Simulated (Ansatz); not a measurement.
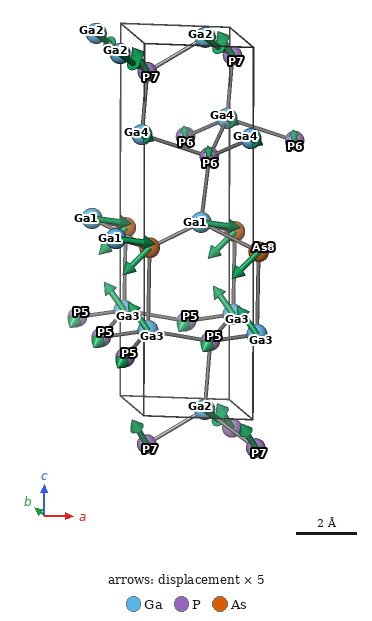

This is a relaxation of crystalline Ga4AsP3 (a generated structure, set up in P1) (coarse preliminary run). The starting structure is drawn; green arrows show the displacements (the part carried along by the change of the cell is left out), 5 times their true length.

Style: ball-and-stick. Shown: the cell of the calculation, slightly off an axis.

These are results of DFT PBE, scalar-relativistic, plane waves, PAW (Ansatz 0.2.0), not measurements.

Input
```yaml
crystal:
  lattice:
    - [3.8494613696, 0.0057967576, 0.0440549436]
    - [-1.9197104958, 3.4078725096, -0.0154568579]
    - [0.1453342399, 0.0250292934, 12.7534365719]
  atoms:
    - { symbol: Ga, position: [0.586877135, 0.29917939, 0.509521875] }
    - { symbol: Ga, position: [0.6171421997, 0.2704725867, 1.0085211726] }
    - { symbol: Ga, position: [0.0350077508, -0.0049596119, 0.2296394452] }
    - { symbol: Ga, position: [-0.0259964017, -0.0173810377, 0.755906327] }
    - { symbol: P, position: [0.689398749, 0.3704967987, 0.1876395976] }
    - { symbol: P, position: [0.6692359556, 0.3314716564, 0.684939562] }
    - { symbol: P, position: [0.0352955395, 0.0392221749, 0.9222379444] }
    - { symbol: As, position: [0.0597057388, 0.0448313762, 0.4495930762] }
basis:
  ecutwfc: 420
kpoints:
  mp_grid: { grid: [6, 6, 1] }
hamiltonian:
  xc: pbe
scf:
  occupations: { method: gaussian, width: 0.1 }
  lower_state_search: "off"
output:
  forces: true
  stress: true
  eigenvalues: true
relax:
  adjacent_minimum: "off"
  f_tol: 0.025
  max_steps: 60
  cell: { stress_tol: 0.25 }
```

Launched with:
```bash
ansatz run input.yaml --threads 4 --pin off --max-ram 8192MiB --backend cpu --events-out ev --progress --plain --runs-dir out
```

**Describe the change and its energy.**

The largest move relative to the cell is that of Ga1, 0.28 Å roughly along [2 1 0]. Largest moves by element: Ga 0.28 Å, As 0.27 Å, P 0.24 Å. Cell: a 3.850 → 3.925 Å (+1.9 %), b 3.911 → 3.925 Å (+0.3 %), c 12.754 → 12.913 Å (+1.2 %), α 90.4° → 90.0°, β 88.7° → 90.0°, γ 119.3° → 120.0°. Volume +2.9 %. Some distances before and after: Ga1–As8 1.943 → 2.437 Å, Ga2–P7 2.842 → 2.399 Å, Ga3–As8 2.811 → 2.484 Å, Ga4–P7 2.138 → 2.392 Å. Among the angles between lasting bonds that change: Ga2–P7–Ga4 125.4° → 109.1°, P5–Ga2–P7 125.4° → 109.2°, P7–Ga2–P7 95.3° → 109.8°. The space group (tolerance 0.01 Å) goes from P1 (No. 1) to P3m1 (No. 156). After 4 accepted moves (5 points after the start) the energy has fallen by 439 meV per atom. Largest force component: 8.3 eV/Å at the start, 0.018 eV/Å at the end. The pressure goes from 8.46 to −0.01 GPa. The SCF was repeated once at an unchanged geometry on a basis and grid sized afresh for the cell, which shifted the energy by 0.2 meV per atom at most.
